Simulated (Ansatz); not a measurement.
# Phonon transport in C (Diamond, Fd-3m)

Aim: the lattice thermal conductivity of C (Diamond) against temperature, and which phonons carry it.

Measurements to reproduce:
- thermal conductivity 2200 W/m/K near room temperature (given in “Predicting the lattice thermal conductivity of solids by solving the Boltzmann transport equation: AFLOW - AAPL an automated, accurate and efficient framework”, 2017, arXiv:1611.05481)

Main program and level: Ansatz 0.2.0; DFT LDA, scalar-relativistic, plane waves, PAW; PAW set soft_1.

### 1. The structure

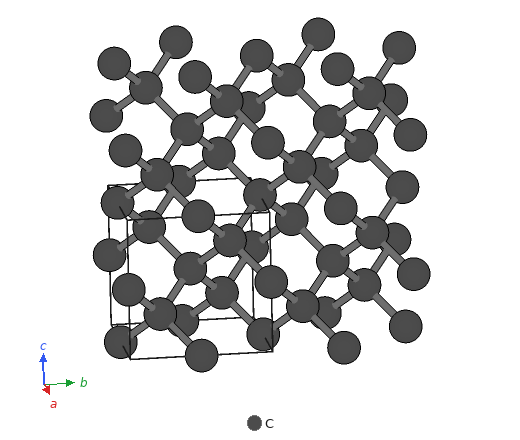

Start, viewed slightly off an axis; carbon dark grey. 1×2×2 cells are drawn. This picture shows the conventional cell, with its axes. Some periodic images of atoms are drawn too.

### 2. Probe on a coarse mesh

Before spending time, one coarse run tells the gap and the pressure of the starting cell.

input.yaml

```yaml
crystal:
  lattice:
    - [0.0, 1.78337, 1.78337]
    - [1.78337, 0.0, 1.78337]
    - [1.78337, 1.78337, 0.0]
  atoms:
    - { symbol: C, position: [0.0, 0.0, 0.0] }
    - { symbol: C, position: [0.25, 0.25, 0.25] }
kpoints:
  mp_grid: { grid: [8, 8, 8] }
hamiltonian:
  xc: lda
  pseudopotentials: { kind: paw, azcp: { folder: soft_1 }, xc_functional: pbe }
scf:
  occupations: { method: gaussian, width: 0.1 }
  lower_state_search: "off"
output:
  forces: true
  stress: true
  eigenvalues: true
```

On the command line:

```sh
$ ansatz run input.yaml --threads 18 --pin off --max-ram 92160MiB --backend cuda --events-out ev --progress --plain --runs-dir out --max-vram 78GiB
```

Numbers of over 12 decimals in the logs are rounded to 6 here.

The log of the run:

```text
Engine: ansatz 0.2.0, aarch64-unknown-linux-gnu
Pseudopotentials: kind: paw
Pseudopotential: C, paw, valence charge 4, recommended cutoff 420 eV (normal), soft_1/C.paw.azcp
Functional definition: SPW92
  exchange = slater_x
  correlation = pw_c
device memory: the entry about to start is reckoned to put 0.5 GiB on a device that reports 179.4 GiB free (of which the cap on the GPU budget leaves the run 78.0 GiB)
GPU FFT provider: cuFFT
GPU libraries: cuBLAS 13.8.1, cuFFT 12.4.0, cuSOLVER 12.3.2
GPU matrix products: emulated (plane waves: as basis.precision tells), large ones in fixed point in workspaces of 1.00 GiB
Crystal: 2 atoms, lattice volume = 11.344 Å³
Basis set: ecut = 420 eV, 229 PW (Γ)
Bands: 8, of which v1, the nominal top of the filled ones, is band 4 counted from 1 (3 counted from 0)
Symmetry: 48 space group operations
Space group: Fd-3m (ITA 227), of the structure as read, at distance tolerance 2.2e-5 Å
k-points: 29 of 512
Non-local potential: C, projectors of the file, l = 0: 2, l = 1: 2, l = 2: 1
PAW form: soft (Blöchl's): semilocal exchange-correlation on the pseudo side does not see the compensation charge
PAW frozen core: C, regenerated for the run's functional, and the local potential with it (the file was generated under x = pbe(κ = 0.804, μ = 0.219515), c = pbe(β = 0.066725))
PAW one-centre angular grid: C, 110 points (default); XC on 64 Gauss nodes
Initial density: superposition of atomic densities (chi_scale 0.1, normalization cell)
Initial wavefunctions: pseudopotential atomic-orbital guess
GPU buffer pool allocated for 5832 grid points (all kernels)
GPU transforms: local potential and band sums: pruned to the plane-wave sphere, on 18×18×18
Functional: x = slater, c = lda
SCF iter   1: F=—  HF=-486.648618 eV  |F-HF|=—  |Δ(HF+E_count)|=         —  Δρ=1.40e-1  dr2=1.57e0  ethr=3.10e-3  ⟨swp⟩=4.0  Hψ=1522  notcnv=0
preconditioner: auto → none  [insulator: Δε(μ)=4.936 eV  Ē_g=19.537 eV  σ=0.100 eV  W_gap=1.00  n_scr=0 (ndim 8)  ℏωp=31.2 eV  f_vac=0.000  D(μ)=0.00/eV (n_scr^D=0)  ε∞_Penn≈3.5]
SCF iter   2: F=—  HF=-486.074027 eV  |F-HF|=—  |Δ(HF+E_count)|=   5.75e-1  Δρ=5.81e-2  dr2=2.58e-1  ethr=3.10e-3  ⟨swp⟩=2.7  Hψ=671  notcnv=0
SCF iter   3: F=—  HF=-485.975396 eV  |F-HF|=—  |Δ(HF+E_count)|=   9.86e-2  Δρ=3.64e-3  dr2=4.89e-4  ethr=3.10e-3  ⟨swp⟩=2.4  Hψ=461  notcnv=0
SCF iter   4: F=—  HF=-485.975550 eV  |F-HF|=—  |Δ(HF+E_count)|=   1.54e-4  Δρ=1.72e-4  dr2=9.36e-7  ethr=6.11e-6  ⟨swp⟩=2.0  Hψ=328  notcnv=0
SCF iter   5: F=—  HF=-485.975572 eV  |F-HF|=—  |Δ(HF+E_count)|=   2.22e-5  Δρ=1.98e-5  dr2=1.08e-8  ethr=1.17e-8  ⟨swp⟩=1.8  Hψ=288  notcnv=0
SCF iter   6: F=-485.975572 eV  HF=-485.975572 eV  |F-HF|=2.98e-11  |Δ(HF+E_count)|=   2.48e-9  Δρ=8.06e-7  dr2=4.45e-11  ethr=1.35e-10  ⟨swp⟩=2.2  Hψ=1068  notcnv=0
SCF 1 converged in 6 iterations: F = -485.975572 eV  dr2 = 4.45e-11
  greatest PAW one-centre occupation: 0.638 electrons in one spin orbital (limit 2), on the C atom at site 1 (counted from 0), in its partial waves of l = 0
SCF converged after 6 iterations
Free energy (F): -485.975572 eV
Harris-Foulkes:  -485.975572 eV  (|F-HF|=2.98e-11)
Internal energy: -485.975572 eV  (E = F + TS)
E sigma→0 (E₀):  -485.975572 eV
Fermi energy:    15.146383 eV
--- Per-component energies (eV) ---
  E_band       = 33.464008
  E_kinetic    = 179.572116
  E_local      = -112.101556  (includes V_loc(G=0)·N_el)
  E_nonlocal   = 47.753939
  E_hartree    = 26.241191
  E_xc         = -94.671037
  E_vxc        = -117.229185  (∫ρ·V_xc dr)
  E_paw        = -184.934564  (= ΣΔE_a)
  E_vpaw       = -17.013786  (= ΣTr[D̂ρ^β])
  E_aug_tail   = 0.000037  (compensation charges beyond the density's cutoff)
  E_ewald      = -347.961363
  E_core_change = 0.125665  (= ΣΔE_core)
  E_smearing   = -0.000000  (= −TS)
  E_closure    = -0.000000  (closes the sum)
  Σ components = -485.975572   (vs F -485.975572, Δ=0.00e0)
--- Forces (eV/Å), atoms counted from 1 ---
  atom   1  C      0.00000000     0.00000000    -0.00000000
  atom   2  C      0.00000000     0.00000000    -0.00000000
  max |Σ_I F_I| component: 1.67e-16 eV/Å
--- Stress (GPa, compression-positive) ---
      -13.191281       0.000000       0.000000
        0.000000     -13.191281       0.000000
        0.000000      -0.000000     -13.191281
  P = ⅓ Tr σ = -13.1913 GPa (-131.913 kbar)
--- Band table (eV; the first three rows and the last of 29) ---
  k-point 0: bands = ["-8.2429", "13.0937", "13.0937", "13.0937", "18.6328", "18.6328", "18.6328", "26.5699"]
  k-point 1: bands = ["-7.8108", "10.7026", "12.4417", "12.4417", "19.4850", "19.4850", "19.9290", "26.8680"]
  k-point 2: bands = ["-6.5271", "6.5545", "11.3485", "11.3485", "20.8146", "20.8146", "21.2697", "27.6251"]
  k-point 28: bands = ["1.3050", "1.3050", "4.7283", "4.7283", "23.5364", "23.5364", "25.3956", "25.3956"]
```

Run time: 0.72 s. Hardware: 1 × NVIDIA GB200 with 18 threads of Arm Neoverse V2, shared host; peak memory 1 GiB; 1.1 s of CPU time.

The column dr2 measures how far the density is from self-consistency, as an energy; F and HF (Harris–Foulkes) agree once it is small.

A gap read on the k-mesh alone can miss the band edges.

Numbers from this step:

| Property | Result |
| --- | --- |
| pressure | -13.19 GPa |
| gap on the k-mesh | 4.107 eV |
| volume per atom | 5.672 Å³/atom |

The start is under -13 GPa at this level and looks like an insulator or semiconductor on this mesh.

### 3. A loose first relaxation

The start is far from rest, so a relaxation with loose thresholds first brings it near the minimum.

Edit input.yaml of step 2 so:

```diff
@@ -9,3 +9,3 @@
 kpoints:
-  mp_grid: { grid: [8, 8, 8] }
+  mp_grid: { grid: [10, 10, 10] }
 hamiltonian:
@@ -20 +20,6 @@
   eigenvalues: true
+relax:
+  adjacent_minimum: "off"
+  f_tol: 0.05
+  max_steps: 80
+  cell: { stress_tol: 0.5 }
```

The log of the run:

```text
[...]
Crystal: 2 atoms, lattice volume = 11.344 Å³
Basis set: ecut = 420 eV, 229 PW (Γ)
Bands: 8, of which v1, the nominal top of the filled ones, is band 4 counted from 1 (3 counted from 0)
Symmetry: 48 space group operations
[...]
k-points: 47 of 1000
[...]
SCF iter   1: F=—  HF=-486.649041 eV  |F-HF|=—  |Δ(HF+E_count)|=         —  Δρ=1.40e-1  dr2=1.57e0  ethr=3.10e-3  ⟨swp⟩=4.0  Hψ=2462  notcnv=0
[...]
SCF iter   2: F=—  HF=-486.074720 eV  |F-HF|=—  |Δ(HF+E_count)|=   5.74e-1  Δρ=5.81e-2  dr2=2.58e-1  ethr=3.10e-3  ⟨swp⟩=2.7  Hψ=1092  notcnv=0
[...]
SCF iter   6: F=-485.976264 eV  HF=-485.976264 eV  |F-HF|=7.09e-11  |Δ(HF+E_count)|=   1.97e-9  Δρ=1.15e-6  dr2=1.03e-10  ethr=1.52e-10  ⟨swp⟩=1.9  Hψ=1747  notcnv=0
SCF 1 converged in 6 iterations: F = -485.976264 eV  dr2 = 1.03e-10
[...]
relax step   1: F+E_penalty+E_count = -485.97626412 eV  Δ(F+E_penalty+E_count) = +0.000e0 eV  max|allowed force component| = 2.313e-17 eV/Å  Δτ_max = 0.0000 Å  P = -13.209 GPa  Ω = 11.344 Å³  (6 SCF iters, dr2 threshold 1.00e-7 eV, accepted)
[...]
Crystal: 2 atoms, lattice volume = 11.139 Å³
[...]
iter 1 solved again at ethr=2.87e-5 eV; its pass at ethr=3.10e-3 eV (dr2=2.29e-3 eV) is discarded
[...]
SCF iter   2: F=—  HF=-485.989226 eV  |F-HF|=—  |Δ(HF+E_count)|=   8.58e-4  Δρ=1.87e-3  dr2=3.46e-4  ethr=2.78e-5  ⟨swp⟩=2.0  Hψ=545  notcnv=0
[...]
SCF iter   6: F=-485.989087 eV  HF=-485.989087 eV  |F-HF|=3.41e-13  |Δ(HF+E_count)|=  4.66e-12  Δρ=1.72e-7  dr2=8.38e-13  ethr=1.00e-12  ⟨swp⟩=1.0  Hψ=940  notcnv=0
SCF 2 converged in 6 iterations: F = -485.989087 eV  dr2 = 8.38e-13
[...]
relax step   2: F+E_penalty+E_count = -485.98908739 eV  Δ(F+E_penalty+E_count) = -1.282e-2 eV  max|allowed force component| = 2.336e-16 eV/Å  Δτ_max = 0.0000 Å  P = -5.195 GPa  Ω = 11.139 Å³  energy of the carried Pulay correction = +1.015e-3 eV  (6 SCF iters, dr2 threshold 2.00e-7 eV, accepted)
[...]
Crystal: 2 atoms, lattice volume = 11.011 Å³
Basis set: ecut = 420 eV, 181 PW (Γ)
[...]
SCF iter   6: F=-485.991758 eV  HF=-485.991758 eV  |F-HF|=1.14e-13  |Δ(HF+E_count)|=  2.50e-12  Δρ=1.42e-7  dr2=5.62e-13  ethr=1.00e-12  ⟨swp⟩=1.0  Hψ=940  notcnv=0
SCF 3 converged in 6 iterations: F = -485.991758 eV  dr2 = 5.62e-13
[...]
relax step   3: F+E_penalty+E_count = -485.99175783 eV  Δ(F+E_penalty+E_count) = -2.670e-3 eV  max|allowed force component| = 1.584e-16 eV/Å  Δτ_max = 0.0000 Å  P = +0.201 GPa  Ω = 11.011 Å³  energy of the carried Pulay correction = +1.663e-3 eV  (6 SCF iters, dr2 threshold 2.00e-7 eV, accepted)
[...]
SCF iter   1: F=—  HF=-485.990376 eV  |F-HF|=—  |Δ(HF+E_count)|=         —  Δρ=1.72e-4  dr2=3.94e-7  ethr=8.71e-9  ⟨swp⟩=3.0  Hψ=3657  notcnv=0
[...]
SCF iter   2: F=—  HF=-485.990377 eV  |F-HF|=—  |Δ(HF+E_count)|=   2.21e-7  Δρ=8.54e-5  dr2=9.16e-8  ethr=4.93e-9  ⟨swp⟩=1.0  Hψ=376  notcnv=0
[...]
SCF iter   3: F=-485.990377 eV  HF=-485.990377 eV  |F-HF|=1.17e-10  |Δ(HF+E_count)|=   8.80e-8  Δρ=2.92e-6  dr2=1.38e-10  ethr=1.15e-9  ⟨swp⟩=2.0  Hψ=561  notcnv=0
[...]
SCF iter   7: F=-485.990377 eV  HF=-485.990377 eV  |F-HF|=1.71e-13  |Δ(HF+E_count)|=  2.27e-13  Δρ=2.16e-10  dr2=4.09e-18  ethr=1.00e-12  ⟨swp⟩=1.0  Hψ=940  notcnv=0
SCF 4 converged in 7 iterations: F = -485.990377 eV  dr2 = 4.09e-18
relax step   4: F+E_penalty+E_count = -485.99037662 eV  Δ(F+E_penalty+E_count) = +1.381e-3 eV  max|allowed force component| = 1.307e-16 eV/Å  Δτ_max = 0.0000 Å  P = -0.015 GPa  Ω = 11.011 Å³  stress off target by 1.48e-2 GPa  SCF on the basis re-selected at this cell (its energy is not comparable with the rows above)  (7 SCF iters)
basis re-selected at this cell: Δ(F+E_penalty+E_count) = +1.381e-3 eV, ΔP = -0.216 GPa vs the last step (what re-selecting the basis moved, of the pressure what is left beyond the Pulay correction that the steps carried, after the strain that the cell walked since its last selection, with what the two solves' SCF thresholds leave and, on support functions, any second-order correction that the steps lacked; it is no m [...]
SCF converged after 7 iterations
Free energy (F): -485.990377 eV
[...]
Internal energy: -485.990377 eV  (E = F + TS)
E sigma→0 (E₀):  -485.990377 eV
Fermi energy:    15.743080 eV
[...]
--- Stress (GPa, compression-positive) ---
       -0.014838       0.000000      -0.000000
        0.000000      -0.014838      -0.000000
       -0.000000      -0.000000      -0.014838
  P = ⅓ Tr σ = -0.0148 GPa (-0.148 kbar)
--- Band table (eV; the first three rows and the last of 47) ---
[...]
--- Relaxed structure (3 steps of the walk, 3 accepted, 1 SCFs on fresh bases) ---
  F+E_penalty+E_count = -485.99037662 eV   max|allowed force component| = 1.307e-16 eV/Å   (the final SCF, on the basis selected at the relaxed cell)
  cell:  # Å, volume = 11.0108 Å³
    - [0, 1.765749, 1.765749]
    - [1.765749, 0, 1.765749]
    - [1.765749, 1.765749, 0]
  atoms:
    - { symbol: C, position: [0, 0, 0] }
    - { symbol: C, position: [0.25, 0.25, 0.25] }
```

Wall time 1.6 s (1 × NVIDIA GB200 with 18 threads); peak memory 0.95 GiB.

Step by step:

| step | energy less that of the first step (eV) | largest force component (eV/Å) | pressure (GPa) | volume (Å³) |
| --- | --- | --- | --- | --- |
| 1 | 0.0000 | 0.0000 | -13.21 | 11.34 |
| 2 | -0.0128 | 0.0000 | -5.19 | 11.14 |
| 3 | -0.0155 | 0.0000 | 0.20 | 11.01 |
| 4* | -0.0141 | 0.0000 | -0.01 | 11.01 |

Relaxation steps marked * repeat the geometry before them on a plane-wave basis chosen anew for their cell, so energy and pressure can jump there.

Forces are held to the 48 operations that the run works with; a distortion that breaks them can't arise in this run.

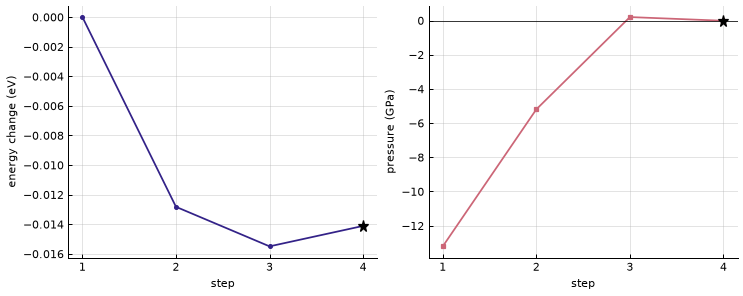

Energy and pressure along the relaxation. Stars mark steps on a basis chosen anew.

| conventional cell, symmetrised | before | after | change |
| --- | --- | --- | --- |
| a (Å) | 3.567 | 3.531 | -1.0 % |
| b (Å) | 3.567 | 3.531 | -1.0 % |
| c (Å) | 3.567 | 3.531 | -1.0 % |
| volume (Å³/atom) | 5.67 | 5.51 | -2.9 % |

Final coordinates:

```cif
data_structure
_symmetry_space_group_name_H-M 'P 1'
_symmetry_Int_Tables_number 1
_cell_length_a 2.4971
_cell_length_b 2.4971
_cell_length_c 2.4971
_cell_angle_alpha 60.000
_cell_angle_beta 60.000
_cell_angle_gamma 60.000
_cell_volume 11.01
loop_
_atom_site_label
_atom_site_type_symbol
_atom_site_fract_x
_atom_site_fract_y
_atom_site_fract_z
_atom_site_occupancy
C1 C 0.00000 0.00000 0.00000 1
C2 C 0.25000 0.25000 0.25000 1
```

Numbers from this step:

- pressure: -0.01484 GPa
- gap on the k-mesh: 4.211 eV
- volume per atom: 5.505 Å³/atom

The relaxation ends with a pressure of -0.01 GPa.

### 4. Relaxation

The vibrations must be taken about the equilibrium of this functional, not about the starting cell, so the structure is relaxed.

input.yaml, the sections that differ from step 3:

```yaml
crystal:
  lattice:
    - [0.0, 1.7657492451, 1.7657492451]
    - [1.7657492451, 0.0, 1.7657492451]
    - [1.7657492451, 1.7657492451, 0.0]
  atoms:
    - { symbol: C, position: [0.0, 0.0, 0.0] }
    - { symbol: C, position: [0.25, 0.25, 0.25] }
kpoints:
  mp_grid: { grid: [12, 12, 12] }
scf:
  occupations: { method: gaussian, width: 0.02 }
  lower_state_search: "off"
relax:
  adjacent_minimum: "off"
  f_tol: 0.005
  max_steps: 80
  cell: { stress_tol: 0.05 }
# hamiltonian, output: as in step 3
```

The log of the run:

```text
[...]
GPU FFT provider: cuFFT
GPU libraries: cuBLAS 13.8.1, cuFFT 12.4.0, cuSOLVER 12.3.2
[...]
Crystal: 2 atoms, lattice volume = 11.011 Å³
Basis set: ecut = 420 eV, 181 PW (Γ)
Bands: 8, of which v1, the nominal top of the filled ones, is band 4 counted from 1 (3 counted from 0)
Symmetry: 48 space group operations
[...]
k-points: 72 of 1728
[...]
P = ⅓ Tr σ = -0.0213 GPa (-0.213 kbar)
--- Band table (eV; the first three rows and the last of 72) ---
[...]
--- Relaxed structure (1 steps of the walk, 1 accepted, 1 SCFs on fresh bases) ---
[...]
cell:  # Å, volume = 11.0108 Å³
    - [0.0, 1.7657492451, 1.7657492451]
    - [1.7657492451, 0.0, 1.7657492451]
    - [1.7657492451, 1.7657492451, 0.0]
  atoms:
    - { symbol: C, position: [0.0, 0.0, 0.0] }
    - { symbol: C, position: [0.25, 0.25, 0.25] }
[key lines of the parts left out:]
SCF converged after 7 iterations
Free energy (F): -485.990475 eV
Fermi energy:    15.738950 eV
```

It took 1.5 s on 1 × NVIDIA GB200 with 18 threads; peak memory 0.98 GiB; 2.8 s of CPU time.

Little changed from the start: no atom moved by 0.005 Å and no cell edge by 0.1 %.

Numbers from this step:

- pressure: -0.02129 GPa
- gap on the k-mesh: 4.202 eV

### 5. Tight relaxation

The relaxation is repeated with tighter thresholds on force and stress, since phonons are sensitive to what is left; a change of mesh or smearing in the input moves the cell too.

input.yaml, the sections that differ from step 4:

```yaml
scf:
  occupations: { method: fixed }
  lower_state_search: "off"
relax:
  adjacent_minimum: "off"
  f_tol: 0.001
  max_steps: 60
  cell: { stress_tol: 0.01 }
# crystal, kpoints, hamiltonian, output: as in step 4
```

The log of the run:

```text
[...]
GPU FFT provider: cuFFT
GPU libraries: cuBLAS 13.8.1, cuFFT 12.4.0, cuSOLVER 12.3.2
[...]
Crystal: 2 atoms, lattice volume = 11.011 Å³
Basis set: ecut = 420 eV, 181 PW (Γ)
Bands: 8, of which v1, the nominal top of the filled ones, is band 4 counted from 1 (3 counted from 0)
Symmetry: 48 space group operations
[...]
k-points: 72 of 1728
[...]
0.000000      -0.000000      -0.009032
  P = ⅓ Tr σ = -0.0090 GPa (-0.090 kbar)
--- Band table (eV; the first three rows and the last of 72) ---
[...]
--- Relaxed structure (2 steps of the walk, 2 accepted, 1 SCFs on fresh bases) ---
[...]
cell:  # Å, volume = 11.0105 Å³
    - [0, 1.765734, 1.765734]
    - [1.765734, 0, 1.765734]
    - [1.765734, 1.765734, 0]
  atoms:
    - { symbol: C, position: [0, 0, 0] }
    - { symbol: C, position: [0.25, 0.25, 0.25] }
[key lines of the parts left out:]
SCF converged after 2 iterations
Free energy (F): -485.990476 eV
Fermi energy:    13.638616 eV
```

The job ended after 1.6 s (1 × NVIDIA GB200 with 18 threads; peak memory 0.95 GiB; 3.2 s of CPU time).

Little changed from the start: no atom moved by 0.005 Å and no cell edge by 0.1 %.

This step gave:

- pressure: -0.009032 GPa

The residual pressure is -0.0090 GPa, small enough for phonons.

[end of part 1 of 3]

[Logs are printed without paths, hosts, clocks, repeated set-up lines and the standing remarks that a program may print on its own settings, such as how far it seeks lower states.]

[Hosts, paths, dates, database ids (printed as entryN), source tags and the programs' standing remarks are cut or masked in the printed files.]

[A step with changed settings may run another functional than the one named; its input shows which.]

[Pressures of single members of a volume series are the stress at the run's cutoff; with an incomplete basis they can lie off −dE/dV of the same runs, and they are not shown converged.]
